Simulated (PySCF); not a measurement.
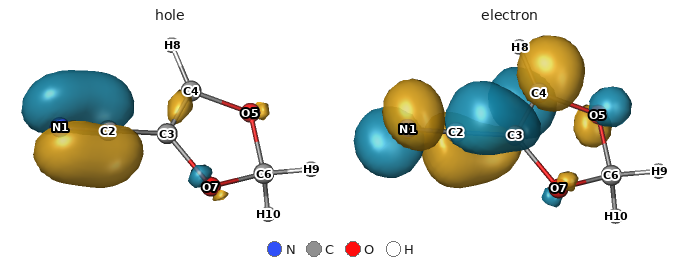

C$_{4}$H$_{3}$NO$_{2}$, SMILES `N#CC1=COCO1`. Leading natural transition orbital pair of S₃ (full linear response singlet states); the surfaces enclose about 70 % of each orbital's density.

Computed with PySCF, ωB97X/def2-SVP, geometry: GFN2-xTB. No frequency check shows the geometry to be a minimum. Without diffuse functions Rydberg states are missing, so the states' numbers hold for this basis only.

Input

```python
import numpy as np
from pyscf import gto, scf, dft, tdscf
from pyscf.scf import atom_ks, atom_hf
from scipy.linalg import block_diag

def solve(mol, dm0=None, hcore=None):
    mf = (dft.UKS if mol.spin else dft.RKS)(mol, xc='wb97x')
    mf.grids.level = 3
    mf = mf.density_fit(auxbasis='def2-universal-jkfit')
    mf.conv_tol, mf.max_cycle = 1e-8, 80
    if hcore is not None:
        mf.get_hcore = lambda *args: hcore
    mf.kernel(dm0)
    if not mf.converged:
        mf = mf.newton().run(mf.mo_coeff, mf.mo_occ, max_cycle=30)
    assert mf.converged, 'SCF not converged'
    return mf

mol = gto.M(atom='''
N     -2.94666    -0.05294     0.00056
C     -1.80078    -0.01626    -0.00027
C     -0.40114     0.05437    -0.00072
C      0.40075     1.12959    -0.00017
O      1.70793     0.75576     0.00015
C      1.70272    -0.66184     0.00025
O      0.36602    -1.10280    -0.00023
H      0.18354     2.17755     0.00048
H      2.22083    -1.03270     0.90000
H      2.22139    -1.03300    -0.89829
''', basis='def2-svp', charge=0, spin=0, verbose=4)
mf = solve(mol)
td = mf.TDDFT()
td.nstates, td.singlet, td.conv_tol = 4, True, 1e-5
td.kernel()
td.analyze()
x, y = np.array([p[0] for p in td.xy]), np.array([p[1] + 0 * p[0] for p in td.xy])
f, mu = td.oscillator_strength(), td.transition_dipole()
nto = [td.get_nto(state=i + 1, verbose=4) for i in range(len(td.e))]
# spherically averaged free atoms, for the promolecule
atm = atom_ks.get_atm_nrks(mol, xc='wb97x')
pro = block_diag(*[(atm[a[0]][2] * atm[a[0]][3]) @ atm[a[0]][2].T for a in mol._atom])
np.savez('result.npz', e=td.e, f=f, ok=td.converged, w=[n[0] for n in nto], nto=[n[1] for n in nto], x=x, y=y, c=mf.mo_coeff, occ=mf.mo_occ, eps=mf.mo_energy, pro=pro, mu=mu)
```

Launched as:

```sh
OMP_NUM_THREADS=1 python input.py
```

The run took 6.3 min on 1 thread of Intel(R) Xeon(R) Platinum 8488C (Sapphire Rapids), with other jobs on the host, peak memory 0.75 GiB.

Where does the state lie, and where do hole and electron sit?

7.43 eV (167 nm), f = 0.000 (dark); the leading pair carries 94 %; hole on N1 (48 %) and C2 (38 %), electron on N1 (29 %), C2 (25 %) and C4 (21 %); their centroids lie 1.0 Å apart. In canonical orbitals it is mainly HOMO−2 → LUMO (88 %). The HOMO–LUMO gap is 9.84 eV.
